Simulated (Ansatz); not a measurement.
Reaction (SMILES): Br (HBr) → Br atom + H atom
B3LYP-D3(BJ)/def2-TZVP geometries, fixed; electronic energies without zero-point terms.

Basis-set convergence of the bond dissociation energy at PBE0 with Ansatz (an electronic-structure program). Cartesian d functions, on some or all atoms, in 6-31G; all else is spherical. The program fits the integrals of some runs and decomposes those of others, by size. Open shells are unrestricted. No added dispersion term, no relativity. Functions are those of the species that has most. Reference: the value in aug-cc-pV5Z, 91.66 kcal/mol, itself unsure by roughly 0.06 kcal/mol (its mean distance from pcseg-4, aug-pcseg-3, aug-cc-pVQZ). Deviations are taken from unrounded values.

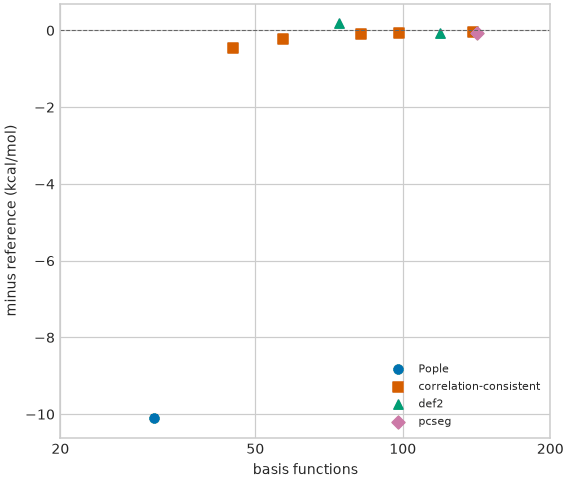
*Deviation from the reference against the number of basis functions, by family of sets.*

```csv
basis,functions,bond dissociation energy (kcal/mol),minus reference (kcal/mol)
6-31G,31,81.56,-10.10
aug-cc-pVDZ,45,91.19,-0.47
cc-pVTZ,57,91.44,-0.22
def2-TZVPPD,74,91.85,0.19
aug-cc-pVTZ,82,91.56,-0.10
cc-pVQZ,98,91.58,-0.08
def2-QZVPP,119,91.60,-0.06
aug-cc-pVQZ,139,91.62,-0.04
aug-pcseg-3,142,91.59,-0.07
```
